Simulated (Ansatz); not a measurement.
**CH8BGaSn: how energies converge with the basis set**

How large a basis does CH8BGaSn need? Two functionals are run in growing sets.

Computed with Ansatz 0.2.0, Gaussian basis. Level: one geometry, several basis sets.

The runs, in order: PBE0-D4/def2-SVP; ωB97M-V/def2-SVP; PBE0-D4/def2-QZVPP; ωB97M-V/def2-QZVPP; the functionals' def2-TZVPP values are taken from earlier runs.

**1. The geometry**

An earlier PBE0-D4 in a triple-zeta def2 set relaxation fixed the geometry. Sn takes the def2 core potential; no spin-orbit term is included.

SMILES `C[BH][SnH2][GaH2]`, 12 atoms, charge 0, spin multiplicity 1.

Atoms are counted from 1 here; the program's logs count them from 0.

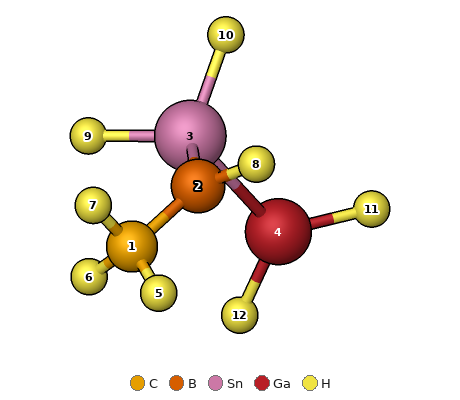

The geometry (carbon amber, boron orange, tin pink, gallium red, hydrogen yellow); atoms are numbered from 1 in the order of the file.

Coordinates:

```xyz
12
CH8BGaSn
C    -0.98342    1.99798   -0.12975
B    -0.38055    0.93935    0.82704
Sn    1.23220   -0.49463    0.20572
Ga    0.15088   -2.74881   -0.58449
H    -2.05187    2.17287    0.02917
H    -0.77779    1.87147   -1.19324
H    -0.49233    2.93811    0.17751
H    -0.78018    0.87287    1.95547
H     2.14544    0.14099   -1.10191
H     2.34100   -0.82249    1.46991
H    -0.00183   -3.97057    0.39714
H    -0.40154   -2.89715   -2.05259
```

**2. PBE0-D4 in def2-SVP**

in.yaml

```yaml
crystal:
  periodic: [false, false, false]
  atoms:
    - {symbol: C, position_ang: [-0.983421, 1.997977, -0.129746]}
    - {symbol: B, position_ang: [-0.380552, 0.939346, 0.827036]}
    - {symbol: Sn, position_ang: [1.232203, -0.494627, 0.205719]}
    - {symbol: Ga, position_ang: [0.150877, -2.748807, -0.584494]}
    - {symbol: H, position_ang: [-2.051873, 2.172875, 0.029172]}
    - {symbol: H, position_ang: [-0.777791, 1.871470, -1.193235]}
    - {symbol: H, position_ang: [-0.492328, 2.938105, 0.177508]}
    - {symbol: H, position_ang: [-0.780179, 0.872875, 1.955472]}
    - {symbol: H, position_ang: [2.145443, 0.140988, -1.101906]}
    - {symbol: H, position_ang: [2.341003, -0.822493, 1.469912]}
    - {symbol: H, position_ang: [-0.001825, -3.970571, 0.397142]}
    - {symbol: H, position_ang: [-0.401537, -2.897149, -2.052588]}
basis:
  gaussian: {orbitals: def2-SVP}
hamiltonian: {xc: pbe0, dispersion: d4}
output: {orbitals: {seedname: orbitals}}
```

Command:

```console
$ ansatz run in.yaml --threads 2 --pin off --events-out ev --progress --plain --max-ram 32768MiB --backend cpu
```

Standard output:

```text
Functional definition: PBE0
  name "PBE0"
  cite "Adamo & Barone, J. Chem. Phys. 110, 6158 (1999) doi:10.1063/1.478522"
  cite "Perdew, Burke & Ernzerhof, Phys. Rev. Lett. 77, 3865 (1996) doi:10.1103/PhysRevLett.77.3865"
  parent pbe
  parameter a = 0.25
  parameter kappa = 0.804
  parameter beta = 0.06672455060314922
  exchange = (1 - a)*pbe_x(kappa = kappa, mu = beta*pi^2/3) + a*exact_x
  correlation = pbe_c(beta = beta)
1370 factors; integrals over basis functions are off by at most 1.1e-3 eV
mean field evaluation 1: about -60029.9140 eV, gradient 4.4e1 eV
mean field evaluation 2: about -60028.1828 eV, gradient 5.0e1 eV
mean field evaluation 4: about -60034.6347 eV, gradient 2.2e0 eV
mean field evaluation 8: about -60034.7131 eV, gradient 1.2e-1 eV
mean field evaluation 16: about -60034.7131 eV, gradient 8.7e-5 eV
mean field -60034.71312623 eV, -2206.2350143989 hartree, gradient 8.7e-5 eV, S^2 0.000000; 0 other end points of the search recorded, 0 dependent functions left out
reference -60034.71316485 eV, -2206.2350158181 hartree; 36, 36 occupied and 90, 90 virtual orbitals, 1370 factors
Total energy: -60034.92959686 eV, -2206.2429695477 hartree
```

It took 2.9 s on 2 threads of AMD EPYC 7R13, shared host; peak memory 0.34 GiB.

**3. ωB97M-V in def2-SVP**

Changes to in.yaml since step 2:

```diff
@@ -17,3 +17,3 @@
   gaussian: {orbitals: def2-SVP}
-hamiltonian: {xc: pbe0, dispersion: d4}
+hamiltonian: {xc: {name: wB97M-V}}
 output: {orbitals: {seedname: orbitals}}
```

Launched as before.

Standard output, cut to the lines that bear on the results:

```text
Functional definition: wB97M-V
  name "wB97M-V"
  cite "Mardirossian & Head-Gordon, J. Chem. Phys. 144, 214110 (2016) doi:10.1063/1.4952647"
  cite "Becke, J. Chem. Phys. 107, 8554 (1997) doi:10.1063/1.475007"
  cite "Vydrov & Van Voorhis, J. Chem. Phys. 133, 244103 (2010) doi:10.1063/1.3521275"
  # Of w^i u^j: cxij and so on, Table III.
[...]
  gx(w, u) = 1 - cx + cx01*u + cx10*w
  gss(w, u) = css00 + css04*u^4 + css10*w + css20*w^2 + css43*w^4*u^3
  gos(w, u) = cos00 + cos10*w + (cos20 + cos21*u)*w^2 + (cos60 + cos61*u)*w^6
[...]
      + integral(e_c_pw_mod_opposite_spin*gos(b97_w_opposite, b97_u_opposite)) + vv10(b, c)
1370 factors; integrals over basis functions are off by at most 1.1e-3 eV
400 factors; integrals over basis functions are off by at most 8.7e-6 eV
[...]
mean field -60037.99633928 eV, -2206.3556702530 hartree, gradient 2.6e-5 eV, S^2 0.000000; 0 other end points of the search recorded, 0 dependent functions left out
reference -60037.99640016 eV, -2206.3556724902 hartree; 36, 36 occupied and 90, 90 virtual orbitals, 1370 factors
Total energy: -60037.99640016 eV, -2206.3556724902 hartree
```

Run time: 11 s. Hardware: 2 threads of AMD EPYC 7R13, shared host; peak memory 0.49 GiB.

**4. PBE0-D4 in def2-QZVPP**

Changes to in.yaml since step 3:

```diff
@@ -16,4 +16,4 @@
 basis:
-  gaussian: {orbitals: def2-SVP}
-hamiltonian: {xc: {name: wB97M-V}}
+  gaussian: {orbitals: "def2-QZVPP.json"}
+hamiltonian: {xc: pbe0, dispersion: d4}
 output: {orbitals: {seedname: orbitals}}
```

Command:

```console
$ ansatz run in.yaml --threads 2 --pin off --events-out ev --progress --plain --max-ram 32768MiB --backend cuda --devices 0, --max-vram 18GiB
```

Standard output:

```text
Functional definition: PBE0
  name "PBE0"
  cite "Adamo & Barone, J. Chem. Phys. 110, 6158 (1999) doi:10.1063/1.478522"
  cite "Perdew, Burke & Ernzerhof, Phys. Rev. Lett. 77, 3865 (1996) doi:10.1103/PhysRevLett.77.3865"
  parent pbe
  parameter a = 0.25
  parameter kappa = 0.804
  parameter beta = 0.06672455060314922
  exchange = (1 - a)*pbe_x(kappa = kappa, mu = beta*pi^2/3) + a*exact_x
  correlation = pbe_c(beta = beta)
1921 factors; their error is unknown
mean field evaluation 1: about -60037.5757 eV, gradient 5.7e1 eV
mean field evaluation 2: about -60032.0753 eV, gradient 7.2e1 eV
mean field evaluation 4: about -60044.7096 eV, gradient 5.5e0 eV
mean field evaluation 8: about -60044.9699 eV, gradient 5.3e-1 eV
mean field evaluation 16: about -60044.9700 eV, gradient 6.8e-5 eV
mean field -60044.97001880 eV, -2206.6119482485 hartree, gradient 6.8e-5 eV, S^2 0.000000; 0 other end points of the search recorded, 0 dependent functions left out
reference -60044.97007618 eV, -2206.6119503571 hartree; 36, 36 occupied and 489, 489 virtual orbitals, 1921 factors
Total energy: -60045.18650819 eV, -2206.6199040868 hartree
```

Run time: 16 s. Hardware: 1 × H100 (card shared with other runs) with 2 threads of AMD EPYC 7R13, shared host; peak host memory 1.1 GiB.

**5. ωB97M-V in def2-QZVPP**

Changes to in.yaml since step 4:

```diff
@@ -17,3 +17,3 @@
   gaussian: {orbitals: "def2-QZVPP.json"}
-hamiltonian: {xc: pbe0, dispersion: d4}
+hamiltonian: {xc: {name: wB97M-V}}
 output: {orbitals: {seedname: orbitals}}
```

The command is unchanged.

Standard output, cut to the lines that bear on the results:

```text
Functional definition: wB97M-V
  name "wB97M-V"
  cite "Mardirossian & Head-Gordon, J. Chem. Phys. 144, 214110 (2016) doi:10.1063/1.4952647"
  cite "Becke, J. Chem. Phys. 107, 8554 (1997) doi:10.1063/1.475007"
  cite "Vydrov & Van Voorhis, J. Chem. Phys. 133, 244103 (2010) doi:10.1063/1.3521275"
  # Of w^i u^j: cxij and so on, Table III.
[...]
  gx(w, u) = 1 - cx + cx01*u + cx10*w
  gss(w, u) = css00 + css04*u^4 + css10*w + css20*w^2 + css43*w^4*u^3
  gos(w, u) = cos00 + cos10*w + (cos20 + cos21*u)*w^2 + (cos60 + cos61*u)*w^6
[...]
      + integral(e_c_pw_mod_opposite_spin*gos(b97_w_opposite, b97_u_opposite)) + vv10(b, c)
1899 factors; their error is unknown
474 factors; integrals over basis functions are off by at most 7.9e-6 eV
[...]
mean field -60048.41881400 eV, -2206.7386891343 hartree, gradient 4.2e-5 eV, S^2 0.000000; 0 other end points of the search recorded, 0 dependent functions left out
reference -60048.41890510 eV, -2206.7386924821 hartree; 36, 36 occupied and 489, 489 virtual orbitals, 1899 factors
Total energy: -60048.41890510 eV, -2206.7386924821 hartree
```

Run time: 21 s. Hardware: 1 × H100 (card shared with other runs) with 2 threads of AMD EPYC 7R13, shared host; peak host memory 1.2 GiB.

**6. Functionals by basis**

The def2-TZVPP values come from earlier runs at the same geometry.

| functional | basis | functions | energy (eV) | from the largest (eV) | HOMO (eV) | LUMO (eV) |
| --- | --- | --- | --- | --- | --- | --- |
| PBE0-D4 | def2-SVP | 126 | -60034.9296 | 10.257 | -6.85 | -2.26 |
| PBE0-D4 | def2-TZVPP | 272 | -60043.8390 | 1.348 | -6.88 | -2.30 |
| PBE0-D4 | def2-QZVPP | 525 | -60045.1865 | 0.000 | -6.88 | -2.31 |
| ωB97M-V | def2-SVP | 126 | -60037.9964 | 10.423 | -8.76 | -0.49 |
| ωB97M-V | def2-TZVPP | 272 | -60047.1003 | 1.319 | -8.82 | -0.58 |
| ωB97M-V | def2-QZVPP | 525 | -60048.4189 | 0.000 | -8.82 | -0.65 |

**7. Outcome**

| quantity | value |
| --- | --- |
| PBE0-D4: double and triple zeta above quadruple | 10.26, 1.35 eV |
| ωB97M-V: double and triple zeta above quadruple | 10.42, 1.32 eV |

What this shows: PBE0-D4 gains 8.91 eV from double to triple zeta, then 1.35 eV more. Total energies overstate the basis error of differences, where much of it tends to cancel.
